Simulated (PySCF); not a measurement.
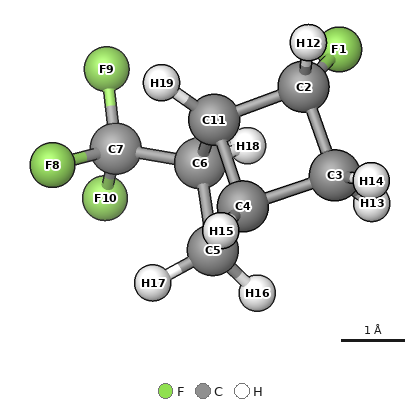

Fig. 1: The structure (ball-and-stick view, seen at a tilt; atoms are numbered from 1 in the order of the input). Bond lengths as drawn: C–C 1.50 to 1.56 Å, C–F 1.34 to 1.37 Å and C–H 1.10 Å.

Excited-state calculation, with input and output: C7H8F4

The run: excited-state calculation of C7H8F4. Method and program: TDDFT PBE0/def2-SVPD, vertical, gas phase, core orbitals frozen in the response (PySCF 2.14.0).

The geometry comes from this level: PBE0-D3(BJ)/def2-SVP.

The program's output:
```
coarse grid: 16912 points
cycle   1  E = -669.5081216898  dE =  1.755e+00  |g| = 8.974e-01  |ddm| = 7.405e+00
cycle   2  E = -669.3880154957  dE =  1.201e-01  |g| = 1.272e+00  |ddm| = 2.687e+00
cycle   3  E = -669.6524919701  dE = -2.645e-01  |g| = 6.437e-02  |ddm| = 1.578e+00
cycle   4  E = -669.6530255761  dE = -5.336e-04  |g| = 3.843e-02  |ddm| = 1.757e-01
cycle   5  E = -669.6533502046  dE = -3.246e-04  |g| = 7.902e-03  |ddm| = 9.147e-02
cycle   6  E = -669.6533627219  dE = -1.252e-05  |g| = 2.263e-03  |ddm| = 3.358e-02
cycle   7  E = -669.6533636779  dE = -9.560e-07  |g| = 5.208e-04  |ddm| = 4.454e-03
final grid: 167848 points
cycle   8  E = -669.7484410069  dE = -6.790e-05  |g| = 9.361e-03  |ddm| = 2.420e-01
cycle   9  E = -669.7484248969  dE =  1.611e-05  |g| = 1.308e-02  |ddm| = 4.271e-02
cycle  10  E = -669.7484609344  dE = -3.604e-05  |g| = 9.179e-04  |ddm| = 2.469e-02
cycle  11  E = -669.7484610773  dE = -1.428e-07  |g| = 3.220e-04  |ddm| = 2.047e-03
cycle  12  E = -669.7484610940  dE = -1.672e-08  |g| = 8.249e-05  |ddm| = 7.108e-04
cycle  13  E = -669.7484610951  dE = -1.123e-09  |g| = 2.790e-05  |ddm| = 2.743e-04
cycle  14  E = -669.7484610952  dE = -1.432e-10  |g| = 5.984e-06  |ddm| = 6.203e-05
```

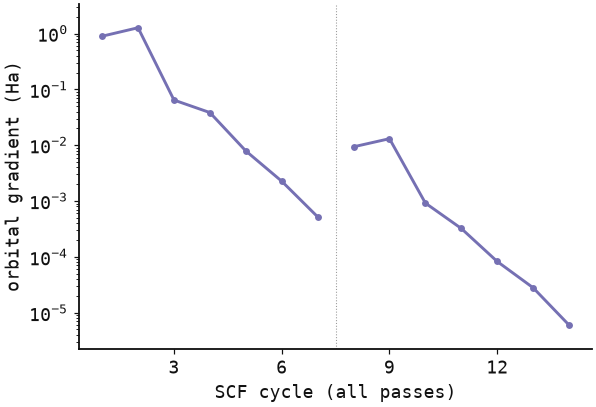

Fig. 2: Convergence of the self-consistent field: orbital gradient against the SCF cycle. The dotted line marks the change from a coarse to the final integration grid. The first 7 cycles use a coarse grid, the final grid takes over at cycle 8, and the field converges after 14 cycles in all.

```
converged SCF energy = -669.7484610952

Static polarisability (au): isotropic 78.401, principal 70.823 77.744 86.637

Singlet excitations
state   eV       nm        f      main configurations
  1   7.7846    159.3   0.00292   H->L 0.95
  2   8.0279    154.4   0.01223   H->L+1 0.86
  3   8.2342    150.6   0.01323   H-1->L 0.94
  4   8.3434    148.6   0.03398   H->L+2 0.84
  5   8.4525    146.7   0.00572   H-1->L+1 0.88
  6   8.6718    143.0   0.01898   H->L+3 0.56, H->L+4 0.31
  7   8.7044    142.4   0.00593   H->L+4 0.61, H->L+3 0.23
  8   8.7483    141.7   0.00774   H-1->L+2 0.58, H-2->L 0.17
  9   8.7855    141.1   0.00678   H-2->L 0.61, H-1->L+2 0.25, H->L+3 0.09
 10   8.9047    139.2   0.01117   H-3->L 0.66, H-2->L+1 0.18

Triplet excitations (Tamm-Dancoff, eV): 7.5539 7.7294 7.9795 8.1210
```

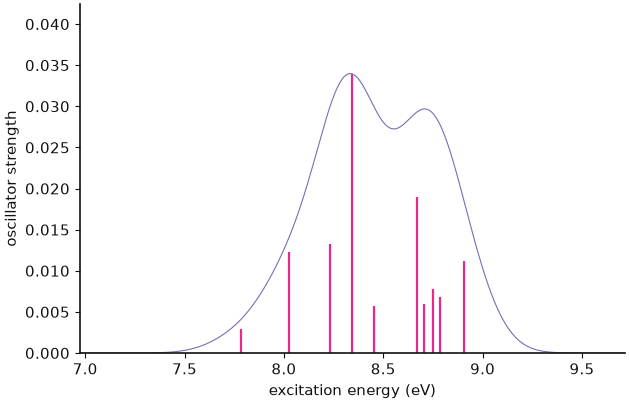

Fig. 3: Computed excitations as sticks (degenerate states added up, dark ones marked on the axis), with a Gaussian envelope of 0.35 eV full width at half maximum, scaled to the tallest. Of the 10 states the lowest lies at 7.78 eV (f = 0.003); the strongest line is at 8.34 eV, or 149 nm (f = 0.034).

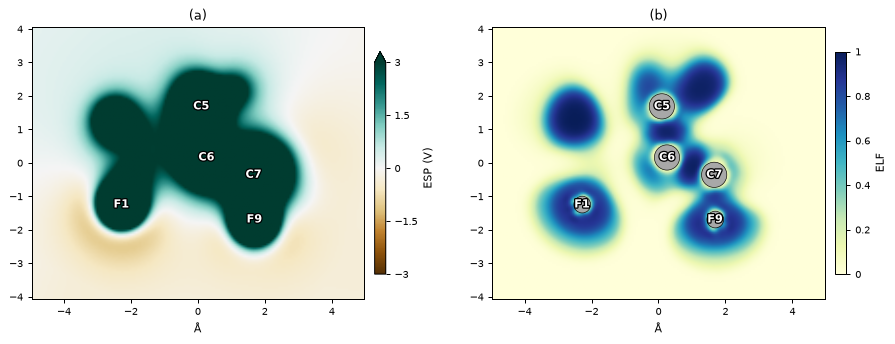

Fig. 4: (a) molecular electrostatic potential; (b) ELF on the plane of atoms C6, C7 and F9. Grey discs, where drawn, cover atomic cores. The section cuts through F and C sites. C–C (1.55 Å): the ELF peaks at about 0.95 between the atoms, as expected for localised, shared-pair bonding.

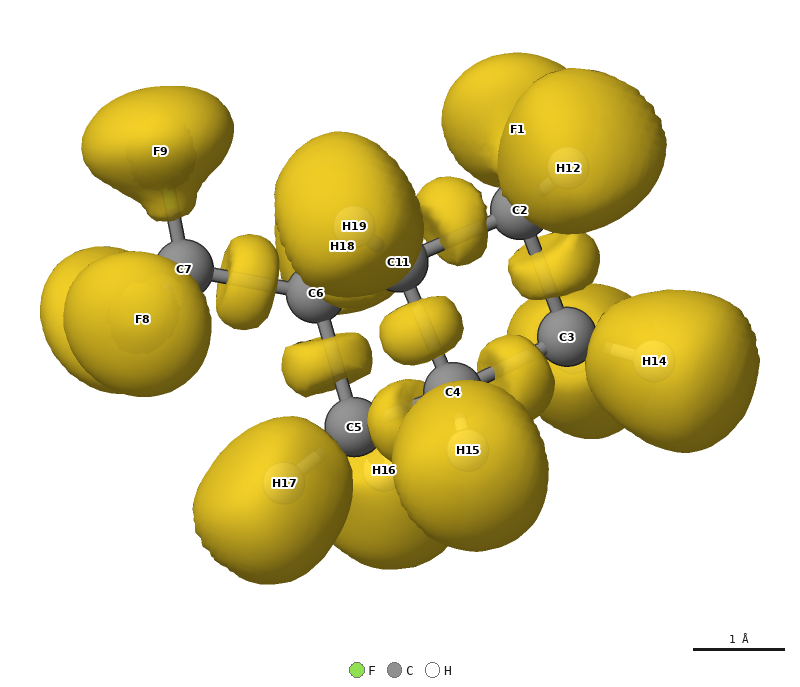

Fig. 5: Isosurface of the electron localisation function at 0.75 (yellow), seen face on. Core shells and regions of very low density are left out. C–C (1.50 Å): the ELF peaks at about 1 between the atoms, which marks a covalent bond.

The run was set up as follows.

Input:
```
{"job": {"kind": "uv", "xc": "PBE0", "basis": "def2-SVPD", "ip": false}, "charge": 0, "multiplicity": 1}
F      0.779696     2.380001    -0.555874
C      1.146257     1.418000     0.345254
C      1.988412     0.258244    -0.207189
C      1.004894    -0.749030     0.433044
C     -0.041216    -1.311494    -0.537304
C     -0.855019    -0.005994    -0.391777
C     -2.308033    -0.177373    -0.056295
F     -2.485763    -0.954102     1.022547
F     -2.893729     0.994694     0.204305
F     -2.970533    -0.748582    -1.067126
C      0.052243     0.442457     0.773171
H      1.615265     1.918704     1.208029
H      1.994523     0.230752    -1.307537
H      3.027353     0.219084     0.147720
H      1.416853    -1.417681     1.199891
H      0.303254    -1.572816    -1.549005
H     -0.580299    -2.170712    -0.113390
H     -0.804852     0.674818    -1.253900
H     -0.438161     0.587137     1.744925
```

The first line tells a small driver script what to run in PySCF; the rest is the geometry in Å.

Run as:
```bash
OMP_NUM_THREADS=2 python <driver script> task.json out
```

Key numbers:

```json
{"quantity": "outcome", "value": "converged"}
{"quantity": "total energy", "value": "−669.748461 hartree"}
{"quantity": "HOMO", "value": "−8.48 eV"}
{"quantity": "LUMO", "value": "0.51 eV"}
{"quantity": "dipole moment", "value": "3.23 D"}
{"quantity": "mean polarisability", "value": "78.40 a.u."}
{"quantity": "lowest singlet excitation", "value": "7.78 eV"}
{"quantity": "hardware", "value": "2 CPU threads, shared host"}
{"quantity": "wall time", "value": "64 s (CPU time 2.4 min)"}
{"quantity": "peak memory", "value": "1.7 GiB"}
```
